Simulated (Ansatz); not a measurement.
ZnSe (zinc blende): scan of one atom of the cell

ZnSe (zinc blende)

```yaml
crystal:
  lattice:
    - [0.00000, 2.83273, 2.83273]
    - [2.83273, 0.00000, 2.83273]
    - [2.83273, 2.83273, 0.00000]
  atoms:
    - { symbol: Se, position: [0.75000, 0.75000, 0.75000] }
    - { symbol: Zn, position: [0.00000, 0.00000, 0.00000] }
```

In this cell atom 1 (Se, nearest neighbour Zn at 2.453 Å; its periodic images, 4.0 Å or more away, move with it) is moved by s towards the nearest neighbour, unit vector (0.577, 0.577, 0.577); all other atoms and the cell stay fixed.

These are r2SCAN (plane waves to 500 eV, PAW, scalar-relativistic; Ansatz, a program for electronic structure) values and carry that method's errors. k mesh 8×8×8 (Γ-centred), Fermi-Dirac smearing 0.05 eV. The energy includes the smearing's −TS. Left out: 1 of 11 points, with atoms too close for the PAW data. ZnSe was relaxed with its symmetry unable to fall. ΔE is measured from the undisplaced structure.

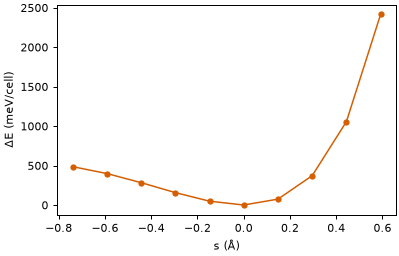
Figure: ΔE (meV/cell) against s (Å); computed points joined by lines.

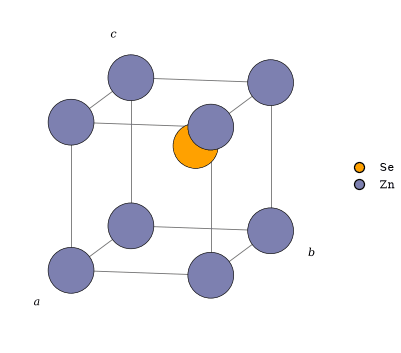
Fig. 1. The cell of the calculation at s = 0.592 Å.

The zone-centre optical wavenumber from k (transverse: no LO-TO term) is 204 cm⁻¹. The force along the line at s = -0.740 Å is 0.468 eV/Å and the force constant k = d²E/ds² at s = 0 (finite differences) is 5.47 eV/Å². The energy at s = 0.592 Å is 2416 meV/cell. Harmonic estimate at the end of the scan: ½ks² = 959 meV/cell against the computed 2416 meV/cell, so the well is stiffer than harmonic there.

Reduced mass μ = 35.77 u; ν̃ = 521.5·√(k/μ) with k = 5.47 eV/Å².

(For displaced atoms, the force is minus the slope of the energy, and its curvature is a force constant, which sets phonon frequencies.)
